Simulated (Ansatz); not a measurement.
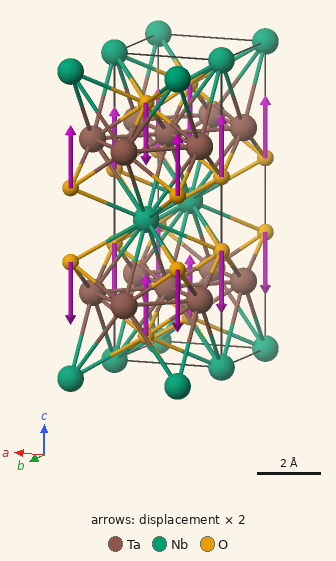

A relaxation of solid Ta$_{2}$NbO$_{2}$ (a generated structure, set up in I4/mmm) (coarse preliminary run). The starting structure is drawn; purple arrows show the displacements (the part carried along by the change of the cell is left out), magnified 2 times.

A ball-and-stick model of the conventional cell (2 times the calculation's cell), repeated 1 × 2 × 1 with one cell outlined, seen from a free direction. Lengths and directions refer to the drawn axes.

Computed with DFT PBE, scalar-relativistic, plane waves, PAW (Ansatz 0.2.0). Set-up: plane-wave cutoff 420 eV; k-point mesh 6 × 6 × 6; occupations gaussian; smearing width 0.1 eV; no spin polarisation; cell and atoms relaxed; force threshold 0.04 eV/Å; at most 70 steps.

Question: What happened in the run?

Answer: After 13 accepted moves (16 points after the start) the energy has fallen by 594 meV per atom. Largest force component: 0.76 eV/Å at the start, 0.0054 eV/Å at the end. Pressure: 10.03 GPa at the start and 0.18 GPa at the end. The line search rejected the trial step at point 11 of the run. The SCF was repeated twice at an unchanged geometry on a basis and grid sized afresh for the cell, which shifted the energy by 33.5 meV per atom at most. The largest moves relative to the cell, 1.01 Å, are those of O atoms. Ta and Nb stay in place. The volume changes by +13.0 %, with a = b 3.677 → 4.248 Å (+15.5 %), c 9.921 → 8.404 Å (−15.3 %). Among the contacts that change: Nb–O 3.762 → 2.172 Å, Nb–O 2.863 → 3.625 Å, Ta–Ta 2.600 → 3.004 Å, O–Ta 2.241 → 2.125 Å. New bonds form: Nb–O (3.76 → 2.17 Å). Among the angles between lasting bonds that change: Ta–O–Ta 110.3° → 176.2°, Ta–O–Ta 70.9° → 89.9°. The space group stays I4/mmm (No. 139).
